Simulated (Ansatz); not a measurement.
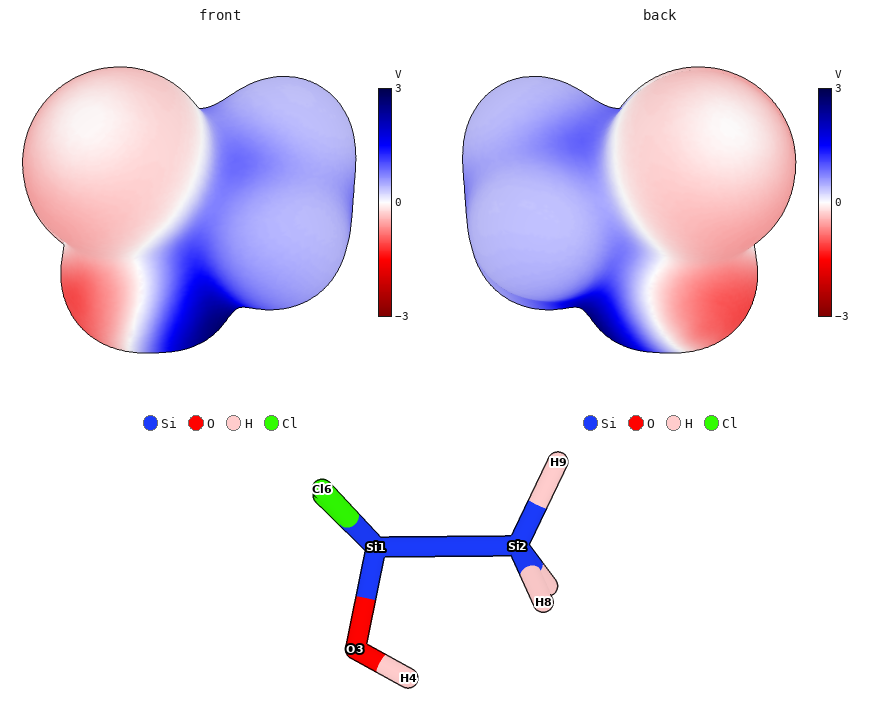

The picture shows: Cl$_{2}$H$_{4}$OSi$_{2}$. The molecular electrostatic potential painted on the density surface at 0.001 e/bohr³, seen from the front and from behind; the colour scale runs from red (negative) to blue (positive). The bare structure is drawn below in the same view.

Not at a stationary point (largest force 1.3 eV/Å).

Method: Ansatz, RKS r2SCAN-D4/6-31G*.

```xyz
9

Si   -0.6857   -0.7613   -0.0524
Si    0.5116    1.0698    0.4668
O     0.0921   -1.3056   -1.4095
H     0.9199   -0.8044   -1.4852
Cl   -2.6527   -0.3940   -0.5256
Cl   -0.6650   -2.2088    1.4157
H     0.3568    2.0467   -0.6496
H     1.9424    0.6385    0.4749
H     0.1807    1.7193    1.7649
```

**Where is the surface potential most negative and most positive?**

The most negative region (about −1.1 V) lies over O3, the most positive (about +2.6 V) over H4. O3 is the likeliest acceptor of a hydrogen bond.
